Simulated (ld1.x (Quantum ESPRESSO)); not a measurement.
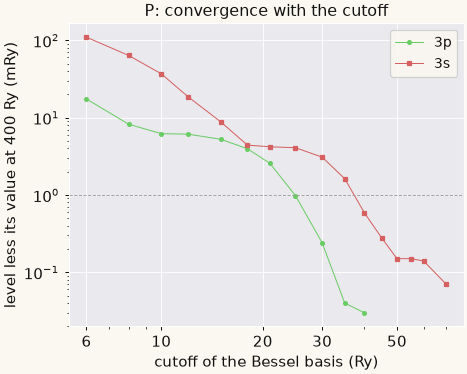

The pseudo-atom Hamiltonian at the reference potential is diagonalised in spherical Bessel functions (20 bohr box) up to the cutoff. Curves: distance of each valence level from its value at 400 Ry.

Phosphorus (P), norm-conserving RRKJ (Kleinman–Bylander form), made with ld1.x (Quantum ESPRESSO) 7.5 (LDA (PZ), non-relativistic). Core [Ne], reference 3s2 3p3. Waves: 3p (bound): rc 2.00 bohr; 3d channel at 0.2 Ry: rc 1.65 bohr; 3s (bound): rc 1.75 bohr. Local part: the s channel. Core correction: Bessel-smoothed model core inside 1.60 bohr.

What cutoffs are needed for 10 mRy and 1 mRy in the sum of levels?

Answer. 30 Ry and 45 Ry, on the ladder of cutoffs that was run.

At which cutoff does each level come within 1 mRy for good?

Answer. 3p: 25 Ry; 3s: 40 Ry.

Which occupied shell is the hardest?

Answer. 3s: its level needs 40 Ry to come within 1 mRy, against 25 Ry for 3p.
